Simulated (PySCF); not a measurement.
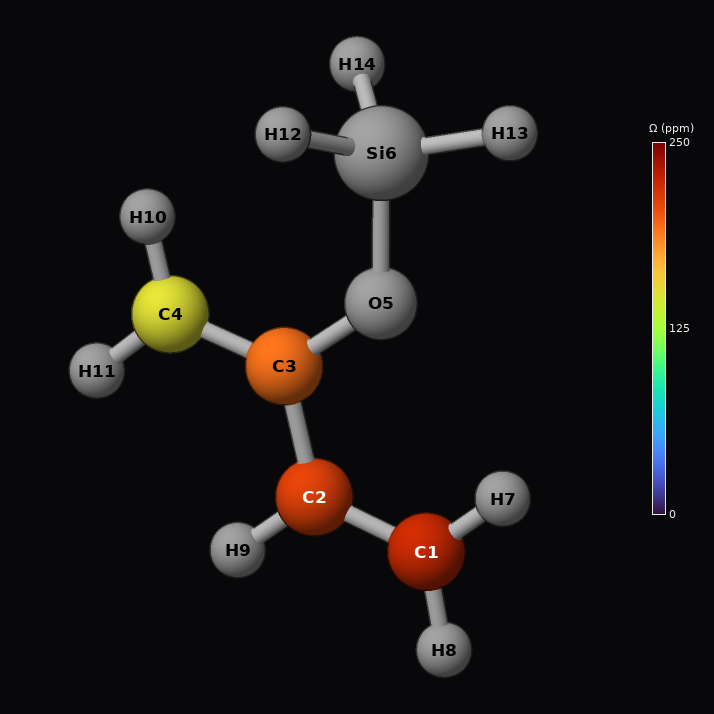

The C atoms are coloured by the span of their shielding tensor. The geometry was computed by an optimisation with PBE0-D3(BJ)/def2-SVP. No frequency run is at hand to confirm it as a minimum. Level of theory: GIAO WP04/pcSseg-1 NMR shielding, non-relativistic, gas phase (PySCF 2.14.0). Principal shieldings σ11 ≤ σ22 ≤ σ33, span Ω = σ33 − σ11, skew κ = 3(σiso − σ22)/Ω.

Give the shielding tensors of the C atoms.

```csv
atom,σ11,σ22,σ33,σiso,Ω,κ
C1,−62.5,52.7,159.2,49.8,221.6,−0.04
C2,−79.6,50.3,129.5,33.4,209.0,−0.24
C3,−98.5,27.6,93.0,7.3,191.5,−0.32
C4,−5.6,92.0,142.9,76.5,148.5,−0.31
```

Shieldings and span in ppm.
